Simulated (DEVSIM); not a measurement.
Device: Mo/SiO2/p-Si capacitor, at 300 K.

```tsv
layer (left to right)	material	thickness (nm)	Na (cm⁻³)
1	SiO2	21.0	-
2	Si	750	5.8e16
```

Metal gate on the left, work function 4.6 eV. Fixed charge at the semiconductor interface 0 cm⁻² (in units of +e); no interface traps.

The device is made up for the run: typed textbook-type constants, with dimensions and the other settings drawn at random. Values at 300 K.

| parameter | SiO2 | Si |
|---|---|---|
| gap (eV) | 9 | 1.124 |
| affinity (eV) | 0.9 | 4.05 |
| permittivity | 3.9 | 11.7 |
| Nc (cm⁻³) | - | 2.86e19 |
| Nv (cm⁻³) | - | 3.1e19 |

Simulated with DEVSIM: 1D Poisson equation in equilibrium, Boltzmann statistics, complete ionisation; no quantum confinement or tunnelling. Metal contacts follow the ideal Schottky-Mott rule: no Fermi-level pinning, no interface dipoles.

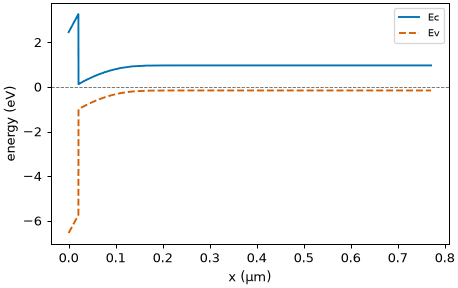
Figure. Band edges at 1.25 V on the gate

Energies count from the Fermi level of the right contact; mesh points crowd at the junctions.

| x (μm) | Ec (eV) | Ev (eV) | n (cm⁻³) | p (cm⁻³) | field (V/cm) |
|---|---|---|---|---|---|
| 0.000 | 2.450 | -6.550 | < 1e2 | < 1e2 | 390000 |
| 0.001154 | 2.495 | -6.505 | < 1e2 | < 1e2 | 390000 |
| 0.003465 | 2.585 | -6.415 | < 1e2 | < 1e2 | 390000 |
| 0.007672 | 2.749 | -6.251 | < 1e2 | < 1e2 | 390000 |
| 0.01544 | 3.052 | -5.948 | < 1e2 | < 1e2 | 390000 |
| 0.01877 | 3.182 | -5.818 | < 1e2 | < 1e2 | 390000 |
| 0.02042 | 3.247 | -5.753 | < 1e2 | < 1e2 | 390000 |
| 0.02177 | 0.129 | -0.995 | 1.9e17 | 600 | 130000 |
| 0.02390 | 0.155 | -0.969 | 7.0e16 | 1700 | 120000 |
| 0.02810 | 0.205 | -0.919 | 1.0e16 | 11000 | 110000 |
| 0.03664 | 0.299 | -0.825 | 2.7e14 | 430000 | 110000 |
| 0.06460 | 0.563 | -0.561 | 9.9e9 | 1.2e10 | 82000 |
| 0.1109 | 0.845 | -0.279 | 180000 | 6.5e14 | 40000 |
| 0.2049 | 0.961 | -0.163 | 2100 | 5.6e16 | 560 |
| 0.4851 | 0.962 | -0.162 | 2000 | 5.8e16 | ≈ 0 |
| 0.6310 | 0.962 | -0.162 | 2000 | 5.8e16 | ≈ 0 |
| 0.7027 | 0.962 | -0.162 | 2000 | 5.8e16 | ≈ 0 |
| 0.7391 | 0.962 | -0.162 | 2000 | 5.8e16 | ≈ 0 |
| 0.7593 | 0.962 | -0.162 | 2000 | 5.8e16 | ≈ 0 |
| 0.7659 | 0.962 | -0.162 | 2000 | 5.8e16 | ≈ 0 |
| 0.7692 | 0.962 | -0.162 | 2000 | 5.8e16 | ≈ 0 |
| 0.7710 | 0.962 | -0.162 | 2000 | 5.8e16 | ≈ 0 |
